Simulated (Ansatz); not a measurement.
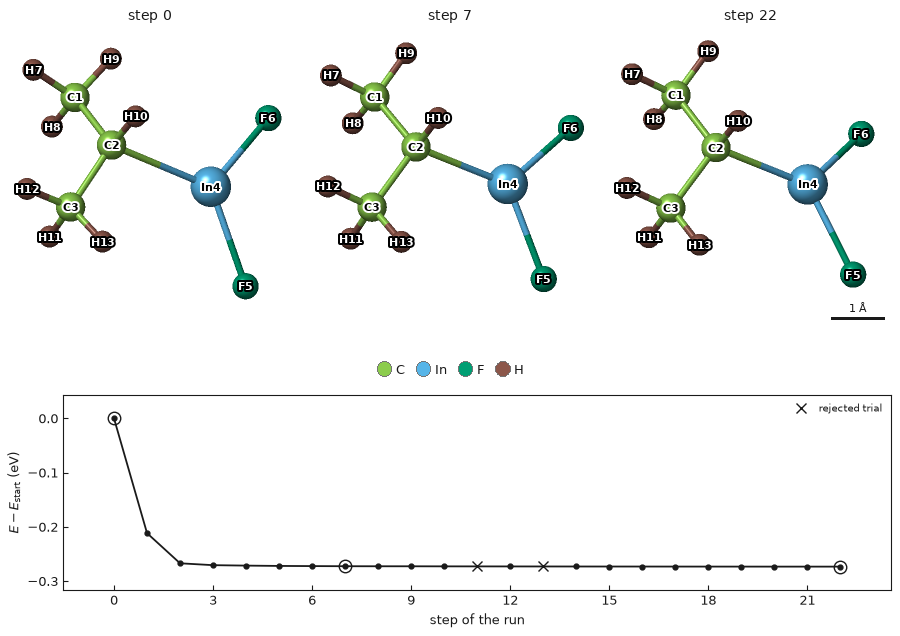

Frames of a relaxation of C3H7F2In, marked on the history of the run. The picture is a ball-and-stick view, seen at a tilt.

The start comes from GFN2-xTB.

Theory: RKS PBE0-D4/def2-TZVP in Ansatz 0.2.0. Settings: force threshold 0.005 eV/Å; at most 150 steps.

Question: What happens along the run?

Answer: F6 moves most after the best rigid fit: 0.42 Å. Largest moves by element: F 0.42 Å, H 0.21 Å, C 0.12 Å, In 0.08 Å. Near-neighbour distances that change, for instance: C2–In4 2.343 → 2.158 Å, In4–F5 2.022 → 1.949 Å, C1–C2 1.501 → 1.521 Å. Among the angles between lasting bonds that change: C2–In4–F6 118.1° → 126.7°, F5–In4–F6 114.2° → 106.4°, C1–C2–In4 106.4° → 111.1°. After 20 accepted moves (22 points after the start) the energy has fallen by 0.273 eV. The largest force component goes from 1.2 to 0.0036 eV/Å. The line search rejected the trial steps at points 11, 13 of the run. The forces were under the threshold at step 7, but the run went on from there. The run took 2.3 min on 4 threads of Arm Neoverse V1, on a shared host. From step 0 to 7: F6 moves most (0.19 Å), energy −0.272 eV. From step 7 to 22: F5 moves most (0.34 Å), energy −0.001 eV.

```tsv
step	E − E(0), eV	largest force component, eV/Å	note
0	0.0000	1.2156	
1	-0.2114	0.6161	
2	-0.2669	0.1821	
3	-0.2704	0.0603	
4	-0.2712	0.0257	
5	-0.2718	0.0205	
6	-0.2721	0.0390	
7	-0.2723	0.0031	
8	-0.2724	0.0070	
9	-0.2725	0.0053	
10	-0.2726	0.0174	
11	-0.2726	0.0703	rejected
12	-0.2727	0.0216	
13	-0.2727	0.0714	rejected
14	-0.2729	0.0200	
15	-0.2729	0.0248	
16	-0.2729	0.0397	
17	-0.2730	0.0259	
18	-0.2730	0.0117	
19	-0.2730	0.0014	
20	-0.2731	0.0047	
21	-0.2731	0.0086	
22	-0.2731	0.0036
```
